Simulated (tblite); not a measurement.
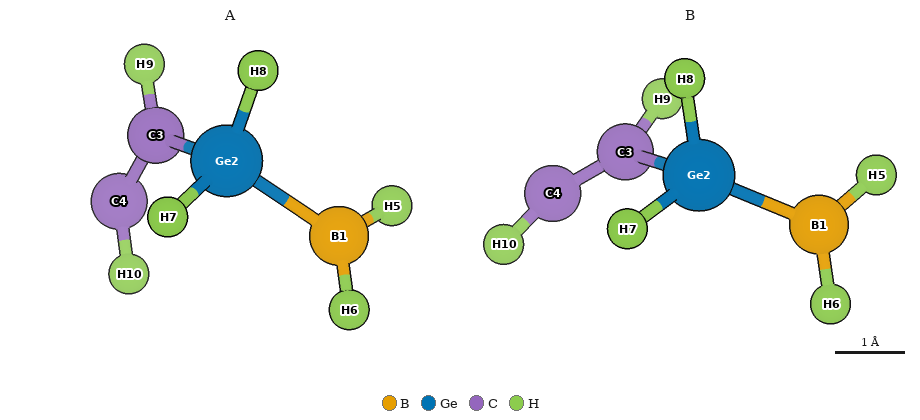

Two geometries of C2H6BGe (multiplicity 2), drawn at one scale. One is the start of a relaxation, the other its converged end. Style: ball-and-stick. Shown from a free direction.

Level of theory: GFN2-xTB geometry optimisation, gas phase (tblite 0.8.0). 

Which of the two is the end point?

Answer. Structure B is the relaxed one. The energy falls by 13.3 kcal/mol in 129 geometry steps. The largest move after the best rigid fit is that of H10, 1.34 Å. By element the largest moves are H 1.34 Å, C 0.48 Å, B 0.35 Å, Ge 0.29 Å. Some distances before and after: Ge2–C3 1.910 → 2.176 Å, C3–C4 1.322 → 1.246 Å, B1–Ge2 2.032 → 1.957 Å, C4–H10 1.098 → 1.059 Å. Bond angles that change, for instance: C3–C4–H10 121.0° → 149.6°, C3–Ge2–H8 110.5° → 95.2°, B1–Ge2–H7 109.0° → 124.0°. Groups turn about Ge2–C3 by about 55°, B1–Ge2 by about 25°.
